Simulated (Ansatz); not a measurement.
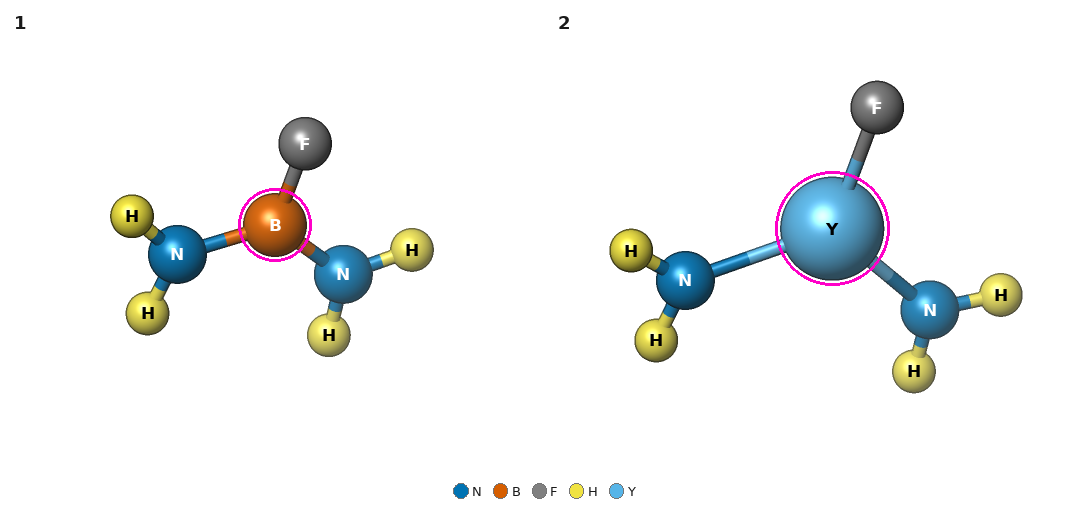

2 molecules with one skeleton, seen from the same side and at one scale; the atom that differs is circled. Charge 0, singlet. Computed geometries: PBE0-D4/def2-TZVP optimisations, one conformation each. Properties computed with Ansatz 0.2.0. Elements past Kr carry core potentials.

One atom differs, called X below: B in panel 1, Y in panel 2. Their formulas are BFH4N2 (`NB(N)F`), FH4N2Y (`[NH2][Y]([NH2])[F]`).

### In which is the HOMO energy (Kohn–Sham orbital) higher (B3LYP-D4/def2-TZVPP)?

In panel 2 (X = Y).

### In which is the dipole moment larger (B3LYP-D4/def2-TZVPP)?

In panel 1 (X = B).

Give the values. With PBE0-D4/def2-TZVP: length of X–F (Å), mean length of X–N (Å), angle N–X–N (°). With B3LYP-D4/def2-TZVPP: dipole moment (D), HOMO energy (Kohn–Sham orbital) (eV), HOMO–LUMO gap (eV).

```tsv
quantity	1 (B)	2 (Y)	2 − 1
length of X–F (Å)	1.350	2.012	+0.662
mean length of X–N (Å)	1.409	2.145	+0.736
angle N–X–N (°)	124.8	118.1	−6.7
dipole moment (D)	2.33	2.12	−0.21
HOMO energy (Kohn–Sham orbital) (eV)	−6.91	−6.51	+0.40
HOMO–LUMO gap (eV)	7.32	4.69	−2.63
```
